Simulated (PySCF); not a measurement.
SMILES COC(CCO[SiH3])=O, singlet at its GFN2-xTB optimised geometry (Å):

```
18

C      1.6960     1.5523     0.0210
O      1.0687     0.2760     0.0000
C     -0.2664     0.2760     0.0000
O     -0.9349     1.2757     0.0000
C     -0.8177    -1.1321    -0.0147
C     -2.1130    -1.2072     0.7956
O     -1.8860    -1.1581     2.1665
Si    -1.3089     0.0317     3.1043
H      1.3559     2.1558    -0.8226
H      2.7648     1.3668    -0.0450
H      1.4524     2.0744     0.9486
H     -1.0259    -1.4029    -1.0517
H     -0.0712    -1.8161     0.3881
H     -2.7648    -0.3793     0.4919
H     -2.6218    -2.1558     0.5926
H      0.1184     0.2789     2.8601
H     -2.0375     1.2850     2.9231
H     -1.5269    -0.6013     4.3946
```

Calculation: PBE0/def2-SVP run with PySCF 2.14.0. Cells within 0.4 Å of a nucleus heavier than hydrogen are left out (blank, or x).

Map of the deformation density (molecule minus spherical neutral atoms) (e/bohr³) on the plane z = 0.8 Å:

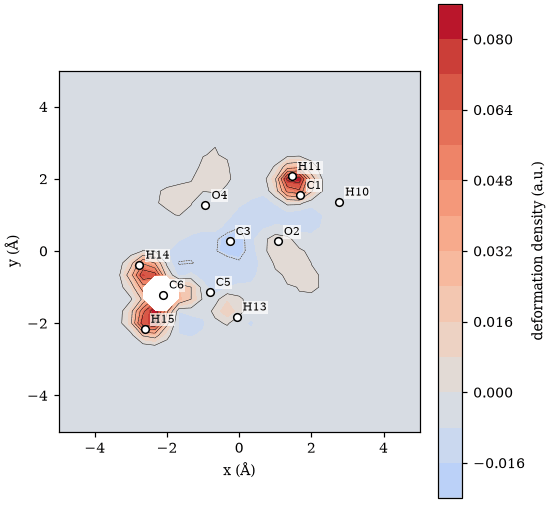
*Deformation density (molecule minus spherical neutral atoms) (e/bohr³) on the plane z = 0.8 Å.*
